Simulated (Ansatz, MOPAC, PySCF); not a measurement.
Bond stretch in H5BO, SMILES [BH3-][OH2+]. The B1–O5 bond (B1 also carries H, H, H; O5 carries H, H) is stretched with both fragments frozen at the PBE0/def2-TZVP optimised geometry.

```
7

B      0.0000     0.0000     0.0000
H      1.0184    -0.5881    -0.2858
H      0.0000     1.1778    -0.2503
H     -1.0201    -0.5889    -0.2501
O      0.0000     0.0000     1.6870
H      0.0270    -0.9135     1.9931
H      0.8067     0.4293     1.9934
```

Computed with: AM1, restricted, heats of formation (MOPAC); UHF/LANL2DZ = unrestricted Hartree-Fock/LANL2DZ (PySCF 2.14.0); UHF/cc-pVTZ (Ansatz, a first-principles code); UKS-M06-2X/6-31G* = unrestricted M06-2X/6-31G*, spherical d (PySCF); UKS-PBE0 = Ansatz with unrestricted PBE0/cc-pVTZ.

Energies are in kcal/mol, each relative to the lowest point of its own curve near equilibrium.

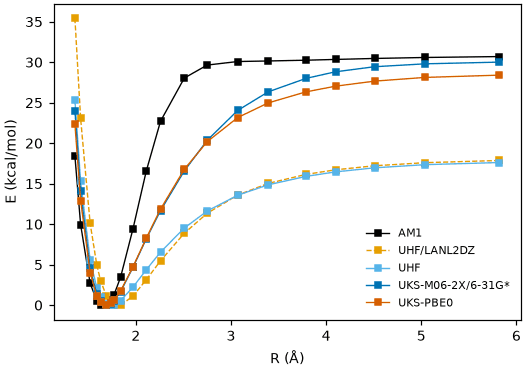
Figure. Energy against bond length for each method.

```csv
R / Å,AM1,UHF/LANL2DZ,UHF,UKS-M06-2X/6-31G*,UKS-PBE0
1.36,18.4,35.4,25.3,24.0,22.4
1.42,10.0,23.1,15.3,14.1,12.9
1.52,2.7,10.1,5.6,4.5,4.0
1.59,0.6,5.0,2.2,1.4,1.1
1.63,0.0,3.0,1.1,0.5,0.4
1.69,0.0,1.2,0.2,0.0,0.0
1.74,0.6,0.3,0.0,0.2,0.3
1.77,1.3,0.1,0.1,0.5,0.6
1.84,3.5,0.0,0.6,1.7,1.8
1.97,9.4,1.1,2.2,4.7,4.7
2.11,16.6,3.1,4.4,8.2,8.3
2.26,22.7,5.5,6.6,11.7,11.9
2.51,28.1,8.9,9.5,16.6,16.8
2.75,29.7,11.4,11.6,20.4,20.2
3.07,30.1,13.6,13.6,24.0,23.2
3.39,30.2,15.0,14.9,26.3,25.0
3.79,30.3,16.2,15.9,28.0,26.4
4.10,30.4,16.7,16.5,28.8,27.0
4.51,30.5,17.2,17.0,29.5,27.7
5.04,30.6,17.6,17.4,29.8,28.1
5.82,30.7,17.9,17.6,30.0,28.4
```

At the longest distance, 5.82 Å, AM1 lies highest above its minimum (30.7 kcal/mol) and UHF lowest (17.6 kcal/mol).
